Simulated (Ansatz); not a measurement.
Input file:

```
crystal:
  periodic: [false, false, false]
  atoms:
    - { symbol: C, position_ang: [-1.8685, 1.0477, -0.4023] }
    - { symbol: S, position_ang: [-1.2686, -0.5267, 0.0535] }
    - { symbol: Si, position_ang: [0.7842, -0.3024, -0.2308] }
    - { symbol: "N", position_ang: [1.562, -1.6699, 0.4787] }
    - { symbol: O, position_ang: [1.3727, 0.9013, 0.722] }
    - { symbol: H, position_ang: [-1.668, 1.3428, -1.4544] }
    - { symbol: H, position_ang: [-2.9794, 1.0834, -0.313] }
    - { symbol: H, position_ang: [-1.4843, 1.8933, 0.2326] }
    - { symbol: H, position_ang: [1.234, -0.1513, -1.5802] }
    - { symbol: H, position_ang: [1.283, -2.4673, -0.1035] }
    - { symbol: H, position_ang: [0.9452, -1.8688, 1.3505] }
    - { symbol: H, position_ang: [2.1646, 0.6626, 1.2808] }
basis:
  gaussian: { orbitals: def2-SVP }
hamiltonian:
  xc: b3lyp
  dispersion: d4
relax:
  f_tol: 0.02
  max_steps: 50
output:
  orbitals: {}
```

Command:

```sh
ansatz run input.yaml --threads 2 --pin off --max-ram 3072MiB --backend cpu --events-out ev --progress --plain --runs-dir out
```

The fields are those of the relaxed geometry.

Method: RKS B3LYP-D4/def2-SVP (Ansatz).

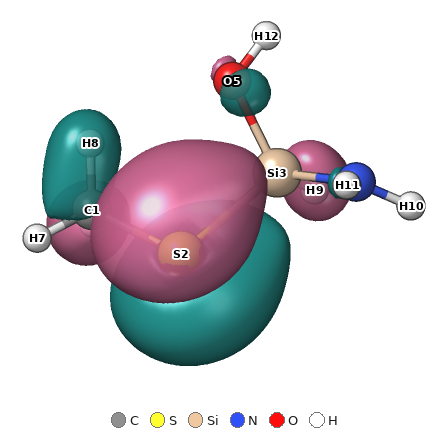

CH₇NOSSi. The HOMO at ±0.08 Å⁻³ᐟ² (teal and pink are the two phases), seen at a tilt.

**Describe this orbital and give its energy.**

By Hirshfeld shares it lies mainly on S2 (about 75 %); largely a lone pair of S2. Its energy is −6.25 eV.
